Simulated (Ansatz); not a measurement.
Fields on a plane of GaSb (zinc blende)

```
CELL_PARAMETERS angstrom
      0.00000     3.06677     3.06677
      3.06677     0.00000     3.06677
      3.06677     3.06677     0.00000
ATOMIC_POSITIONS crystal
  Sb 0.75000 0.75000 0.75000
  Ga 0.00000 0.00000 0.00000
```

The slice is a {100} plane (indices of the conventional cell) through the point (0.000, 0.000, 0.000) (fractional), spanned by u = [100] and v = [0 1 -1] in vectors of this cell: u (4.34 Å) and v (4.34 Å, at 90° to u). It covers one period; positions are fractions (u, v).

Atoms on it: Ga at (0.00, 0.00).

Method: r2SCAN (plane waves to 500 eV, PAW, scalar-relativistic; Ansatz, an electronic-structure program). k mesh 13×13×13. Near the nuclei the fields are pseudised (PAW); where an atom keeps semicore shells as valence, they peak there. GaSb was relaxed with its symmetry unable to fall. Spin-orbit coupling is left out, though Sb is heavy. The PAW data are Ansatz's earlier set.

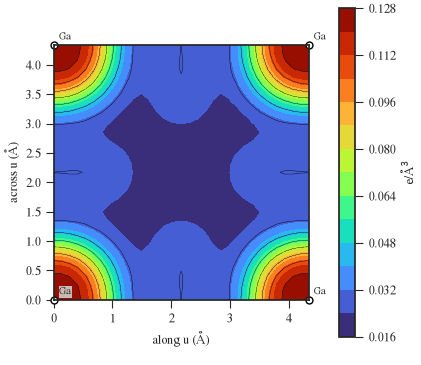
Figure. Density of the lowest conduction band (whole band as if filled, smooth part) in e/Å³, one period of the plane, atoms marked. 

```
|xxxx1345689999988899999865431xxx|
|xxxx2345689999888889999865432xxx|
|xxx234456788888888888887654432xx|
|11234445678877777777788765444321|
|33344445677666666666667765444433|
|44444456665555555555555666544444|
|55555565544433333333344455655555|
|66666665433222222222223345666666|
|88877764322111111111112234677788|
|99988754321110000000111234578899|
|99988654211000000000001124568899|
|99987653211000000000001123567899|
|99987653210000000000000123567899|
|99887653210000000000000123567889|
|88887653210000000000000123567888|
|88887653210000000000000123567888|
|88887653210000000000000123567888|
|99887653210000000000000123567889|
|99987653210000000000000123567899|
|99987653211000000000001123567899|
|99988654211000000000001124568899|
|99988754321110000000111234578899|
|88877764322111111111112234677788|
|66666665433222222222223345666666|
|55555565544433333333344455655555|
|44444456665555555555555666544444|
|33344445677666666666667765444433|
|11234445678877777777788765444321|
|xxx234456788888888888887654432xx|
|xxxx2345689999888889999865432xxx|
|xxxx1345689999988899999865431xxx|
|xxxx1345689999988899999865431xxx|
```
Scale: ten equal steps from 0.01 (start of '0') to 0.55 (end of '9'), in the order '0123456789'. Values: electron localisation function (ELF). The map has 32 points along u (one character each, u = 0 at the left) and 32 along v (v = 0 in the bottom row). Points within 0.5 Å of a nucleus are blanked (x), as the pseudised field means little there.
